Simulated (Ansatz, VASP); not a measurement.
# Cross-check of CeCl between VASP and Ansatz

Aim: how closely do two programs agree when they are given the same cell, functional and k mesh? The cell is invented: As first built, before any earlier steps moved the atoms (in the runner's words): it takes the SmI structure with all of its atoms replaced by other elements, volume scaled by an estimate. It may not be a known or stable phase. The cell is taken from a series of VASP runs on this material, whose earlier steps may have relaxed, scaled or displaced it; both programs get it as it stands. Other levels of theory on this material are compared in a session of their own. Valence electrons are named where the data sets of a main pair hold unlike numbers.

Main program and level: Ansatz 0.2.0; plane waves, with VASP 6.6.1 beside it; band structure at PBE, band structure at PBEsol and band structure at BLYP.

In doubt: a part-filled 4f shell, where there is one, can sit in one of many states (step 3), so energies may not be the lowest and differences between runs may mislead; derivatives with an open 4f shell can jump between states (step 3), which bears on forces and vibrations.

**1. Set-up**

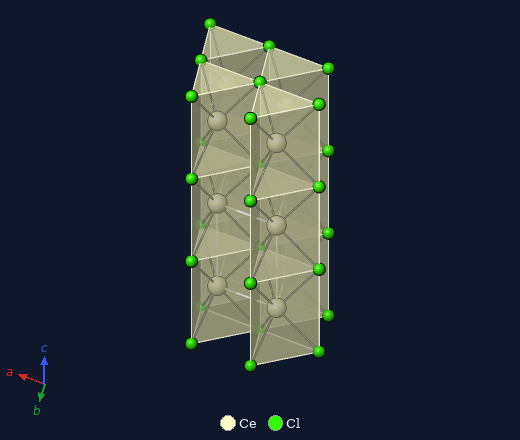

The cell as given, from a free direction (cerium light yellow, chlorine green). 1×1×2 cells are drawn. Some periodic images of atoms are drawn too.

**2. VASP: band structure, PBE**

A single point gives forces, pressure and levels at one fixed geometry, so differences don't come from the geometry; what else differs is listed under the comparison.

Lines of VASP's logs that name or quote its potential files are left out, and so is its time.

INCAR reads:

```
SYSTEM = CeCl
PREC = Accurate
ENCUT = 400
EDIFF = 1E-06
NELM = 100
ISMEAR = 0
SIGMA = 0.02
LREAL = .FALSE.
ALGO = Normal
GGA = PE
ISPIN = 2
MAGMOM = 1 0
LMAXMIX = 6
LORBIT = 11
LWAVE = .FALSE.
LCHARG = .FALSE.
KPAR = 4
```

POSCAR reads:

```
CeCl
1.0
    3.5112017137      0.0000000000      0.0000000000
   -1.7556008568      3.0407899283      0.0000000000
    0.0000000000      0.0000000000      4.4659431166
Ce Cl
1 1
Direct
    0.0000000000      0.0000000000      0.0000000000
    0.3333333300      0.6666666700      0.5000000000
```

KPOINTS reads:

```
Automatic mesh
0
Gamma
5 5 3
0 0 0
```

KPOINTS_OPT reads:

```
Line mode
16
Line-mode
Reciprocal
  0.00000000   0.00000000   0.00000000 GAMMA
  0.50000000   0.00000000   0.00000000 M

  0.50000000   0.00000000   0.00000000 M
  0.33333333   0.33333333   0.00000000 K

  0.33333333   0.33333333   0.00000000 K
  0.00000000   0.00000000   0.00000000 GAMMA

  0.00000000   0.00000000   0.00000000 GAMMA
  0.00000000   0.00000000   0.50000000 A

  0.00000000   0.00000000   0.50000000 A
  0.50000000   0.00000000   0.50000000 L

  0.50000000   0.00000000   0.50000000 L
  0.33333333   0.33333333   0.50000000 H

  0.33333333   0.33333333   0.50000000 H
  0.00000000   0.00000000   0.50000000 A

  0.50000000   0.00000000   0.50000000 L
  0.50000000   0.00000000   0.00000000 M

  0.33333333   0.33333333   0.00000000 K
  0.33333333   0.33333333   0.50000000 H
```

The projector-augmented-wave data sets are Ce and Cl (PBE family, release 64).

On the command line:

```console
mpirun -np 4 vasp_std
```

Numbers of over 12 decimals in the logs are rounded to 6 here.

Log:

```text
[banner, memory and clock lines left out]
running    4 mpi-ranks, on    1 nodes
 distrk:  each k-point on    1 cores,    4 groups
 distr:  one band on    1 cores,    1 groups

 POSCAR found type information on POSCAR CeCl
 POSCAR found :  2 types and       2 ions
 LDA part: xc-table for (Slater+PW92), standard interpolation
 POSCAR, INCAR and KPOINTS ok, starting setup
 FFT: planning ... GRIDC
 FFT: planning ... GRID_SOFT
 FFT: planning ... GRID
 WAVECAR not read
 entering main loop
       N       E                     dE             d eps       ncg     rms          rms(c)
DAV:   1     0.156531073044E+03    0.15653E+03   -0.72048E+03   560   0.133E+03
DAV:   2     0.793374193698E+01   -0.14860E+03   -0.14305E+03   758   0.229E+02
DAV:   3    -0.913586459953E+01   -0.17070E+02   -0.16876E+02   772   0.104E+02
DAV:   4    -0.105552435481E+02   -0.14194E+01   -0.12499E+01   878   0.190E+01
DAV:   5    -0.106363542317E+02   -0.81111E-01   -0.81021E-01   864   0.521E+00    0.680E+00
DAV:   6    -0.104095380863E+02    0.22682E+00   -0.90878E-01   936   0.612E+00    0.354E+00
DAV:   7    -0.103675717821E+02    0.41966E-01   -0.40935E-01   940   0.498E+00    0.222E+00
DAV:   8    -0.103834084652E+02   -0.15837E-01   -0.30908E-01   910   0.322E+00    0.250E+00
DAV:   9    -0.103699288011E+02    0.13480E-01   -0.17178E-01   812   0.241E+00    0.972E-01
DAV:  10    -0.103715763052E+02   -0.16475E-02   -0.70508E-03   982   0.682E-01    0.551E-01
DAV:  11    -0.103710536239E+02    0.52268E-03   -0.77459E-03   924   0.503E-01    0.203E-01
DAV:  12    -0.103711545926E+02   -0.10097E-03   -0.84905E-04  1040   0.215E-01    0.620E-02
DAV:  13    -0.103712386606E+02   -0.84068E-04   -0.20540E-04  1022   0.101E-01    0.469E-02
DAV:  14    -0.103712461521E+02   -0.74916E-05   -0.98372E-05   832   0.551E-02    0.316E-02
DAV:  15    -0.103712497528E+02   -0.36007E-05   -0.12132E-05   864   0.236E-02    0.238E-02
DAV:  16    -0.103712497638E+02   -0.10976E-07   -0.11696E-05   738   0.224E-02    0.100E-02
DAV:  17    -0.103712503268E+02   -0.56297E-06   -0.14020E-06   514   0.950E-03
   1 F= -.10371250E+02 E0= -.10370620E+02  d E =-.126102E-02  mag=     1.0030
 Start KPOINTS_OPT (optional k-point list driver)
k-point batch [1-10\144]
       N       E                     dE             ncg
DAV:   1     0.848329434306E+03   -0.46407E+03      560
DAV:   2    -0.723648959252E+03   -0.15720E+04      816
DAV:   3    -0.904251828800E+03   -0.18060E+03      770
DAV:   4    -0.915898384848E+03   -0.11647E+02      862
DAV:   5    -0.916636440919E+03   -0.73806E+00      972
DAV:   6    -0.916698232206E+03   -0.61791E-01      914
DAV:   7    -0.916701900236E+03   -0.36680E-02      946
DAV:   8    -0.916702172274E+03   -0.27204E-03      932
DAV:   9    -0.916702196046E+03   -0.23772E-04      934
DAV:  10    -0.916702197750E+03   -0.17033E-05      730
DAV:  11    -0.916702197934E+03   -0.18392E-06      622
[...]
k-point batch [141-144\144]
       N       E                     dE             ncg
DAV:   1     0.420035096956E+04   -0.23385E+04      232
DAV:   2     0.365610104322E+04   -0.54425E+03      342
DAV:   3     0.362161661534E+04   -0.34484E+02      270
DAV:   4     0.361998160076E+04   -0.16350E+01      402
DAV:   5     0.361986838757E+04   -0.11321E+00      310
DAV:   6     0.361985184272E+04   -0.16545E-01      404
DAV:   7     0.361985124446E+04   -0.59827E-03      334
DAV:   8     0.361985119738E+04   -0.47080E-04      374
DAV:   9     0.361985119428E+04   -0.30978E-05      274
DAV:  10     0.361985119399E+04   -0.28957E-06      232
```

From OUTCAR (step 2):

```text
ion  position               nearest neighbor table
   1  0.000  0.000  0.000-
   2  0.333  0.667  0.500-

  LATTYP: Found a hexagonal cell.
 ALAT       =     3.5112017137
 C/A-ratio  =     1.2719130032

 Subroutine GETGRP returns: Found 12 space group operations
 (whereof 12 operations were pure point group operations)

The static configuration has the point symmetry D_3h.

 Found     10 irreducible k-points:

   k-points           NKPTS =     10   k-points in BZ     NKDIM =     10   number of bands    NBANDS=     14

   dimension x,y,z NGX =    24 NGY =   24 NGZ =   30
   dimension x,y,z NGXF=    48 NGYF=   48 NGZF=   60

   ENCUT  =  400.0 eV  29.40 Ry    5.42 a.u.   5.73  5.73  7.28*2*pi/ulx,y,z

   NELECT =      19.0000    total number of electrons

 k-points in reciprocal lattice and weights: Automatic mesh
   0.00000000  0.00000000  0.00000000       0.013
   0.20000000 -0.00000000  0.00000000       0.080
   0.40000000 -0.00000000  0.00000000       0.080
   0.20000000  0.20000000  0.00000000       0.080
   0.40000000  0.20000000  0.00000000       0.080
   0.00000000  0.00000000  0.33333333       0.027
   0.20000000 -0.00000000  0.33333333       0.160
   0.40000000 -0.00000000  0.33333333       0.160
   0.20000000  0.20000000  0.33333333       0.160
   0.40000000  0.20000000  0.33333333       0.160

 average (electrostatic) potential at core
       1 -75.6641       2 -89.8613

 E-fermi :   8.3812

 spin component 1
 k-point     1 :       0.0000    0.0000    0.0000
  band No.  band energies     occupation
    ...
      6       2.5472      1.00000
      7       3.4749      1.00000
      8       3.4749      1.00000
      9       6.2296      1.00000
     10       8.0663      1.00000
     11       8.5212      0.00000
     12       8.5212      0.00000
     13       8.5729      0.00000
     14       8.7571      0.00000

 k-point     2 :       0.2000   -0.0000    0.0000
  band No.  band energies     occupation
    ...
      6       2.2107      1.00000
      7       2.3643      1.00000
      8       3.3670      1.00000
      9       7.1370      1.00000
     10       8.0613      1.00000
     11       8.4439      0.00000
     12       8.5960      0.00000
     13       8.6692      0.00000
     14       8.6976      0.00000

 k-point     3 :       0.4000   -0.0000    0.0000
  band No.  band energies     occupation
    ...
      6       1.0602      1.00000
      7       1.6818      1.00000
      8       3.1746      1.00000
      9       6.7225      1.00000
     10       8.3132      1.00000
     11       8.5072      0.00000
     12       8.6107      0.00000
     13       8.7526      0.00000
     14       8.7584      0.00000

 k-point     4 :       0.2000    0.2000    0.0000
  band No.  band energies     occupation
    ...
      7       1.8062      1.00000
      8       2.8557      1.00000
      9       7.8543      1.00000
     10       8.1282      1.00000
     11       8.3017      1.00000
     12       8.6074      0.00000
     13       8.6843      0.00000
     14       8.7508      0.00000

 k-point     5 :       0.4000    0.2000    0.0000
  band No.  band energies     occupation
    ...
      6       1.1509      1.00000
      7       1.5802      1.00000
      8       2.4223      1.00000
      9       7.6889      1.00000
     10       8.0832      1.00000
     11       8.5247      0.00000
     12       8.5680      0.00000
     13       8.7348      0.00000
     14       8.8232      0.00000

 k-point     6 :       0.0000    0.0000    0.3333
  band No.  band energies     occupation
    ...
      6       1.4169      1.00000
      7       3.4433      1.00000
      8       3.4433      1.00000
      9       7.2358      1.00000
     10       8.1689      1.00000
     11       8.4607      0.00000
     12       8.6178      0.00000
     13       8.6178      0.00000
     14       8.8152      0.00000

  Total       -0.0332852     -0.0332852     -0.1618925     -0.0000000      0.0000000      0.0000000
  in kB       -1.1184238     -1.1184238     -5.4397882     -0.0000000      0.0000000      0.0000000
  external PRESSURE =      -2.5588786 kB  Pullay stress =       0.0000000 kB

  energy-cutoff  :      400.00
  volume of cell :       47.68
      direct lattice vectors                 reciprocal lattice vectors
     3.511201714  0.000000000  0.000000000     0.284802777  0.164430958  0.000000000
    -1.755600857  3.040789928  0.000000000     0.000000000  0.328861915  0.000000000
     0.000000000  0.000000000  4.465943117     0.000000000  0.000000000  0.223916869

 POSITION                                       TOTAL-FORCE (eV/Angst)
 -----------------------------------------------------------------------------------
      0.00000      0.00000      0.00000        -0.000000      0.000000      0.000000
     -0.00000      2.02719      2.23297         0.000000     -0.000000      0.000000
 -----------------------------------------------------------------------------------
    total drift:                                0.000017     -0.000010     -0.000000

  FREE ENERGIE OF THE ION-ELECTRON SYSTEM (eV)
  ---------------------------------------------------
  free  energy   TOTEN  =       -10.3712503268 eV

  energy  without entropy=      -10.3699893108  energy(sigma->0) =      -10.37061982

 total charge
# of ion       s       p       d       f       tot
--------------------------------------------------
    1        2.024   5.651   0.949   1.117   9.741
    2        1.595   3.526   0.000   0.000   5.121
--------------------------------------------------
tot          3.619   9.177   0.949   1.117  14.862

 magnetization (x)
# of ion       s       p       d       f       tot
--------------------------------------------------
    1        0.003  -0.001   0.084   0.741   0.827
    2       -0.000  -0.012   0.000   0.000  -0.013
--------------------------------------------------
tot          0.002  -0.013   0.084   0.741   0.814

[... 6 further parts left out ...]
```

The cell holds one magnetic atom, so no antiferromagnetic order fits into it. The k-mesh is coarse for a metal. Without U or exact exchange, f electrons of an open shell come out too delocalised. Spin-orbit coupling is off here; with elements this heavy it splits and shifts levels by tenths of an eV or more. LASPH is off, so gradient terms of the non-spherical density inside the spheres are left out; for open d or f shells this can shift gaps and moments. Oxides and halides of Ce are often magnetic insulators, and a metal at this level, without U or exact exchange, may be an artefact.

(Part 1 of 3 ends here.)

[Lines on the potential files, build, host, timing and source positions are cut from VASP's logs without a mark.]

[Logs are printed without paths, hosts, clocks, repeated set-up lines and the standing remarks that a program may print on its own settings, such as how far it seeks lower states.]

[Hosts, paths, dates, database ids (printed as entryN), source tags and the programs' standing remarks are cut or masked in the printed files.]
